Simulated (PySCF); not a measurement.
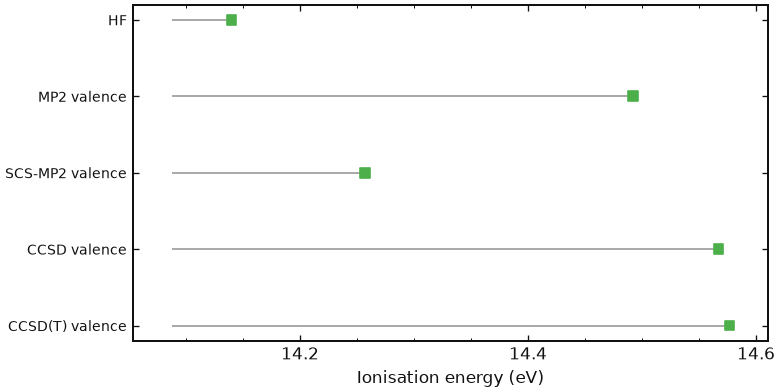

The ionisation energy of Ta⁺ ([Xe] 4f¹⁴ 5d³ 6s → [Xe] 4f¹⁴ 5d³) across levels of theory. PySCF, def2-TZVPPD with a 60-electron core potential, unrestricted single determinants, no spin-orbit coupling. Methods marked “valence” freeze 8 core electrons.

**Summarise the spread and list the values.**

The values run from 14.140 eV (HF) to 14.577 eV (CCSD(T) valence). The NIST semi-empirical value is 16.20 ± 0.5 eV, off the plot; all methods lie below it by about 1.8 eV, far more than they differ, so the miss comes from what they share: spin-orbit coupling is left out, as are Breit and QED terms.

| Method | Ionisation energy (eV) |
| --- | --- |
| HF | 14.140 |
| MP2 valence | 14.492 |
| SCS-MP2 valence | 14.257 |
| CCSD valence | 14.567 |
| CCSD(T) valence | 14.577 |

Caveat: spin-orbit shift not estimated.
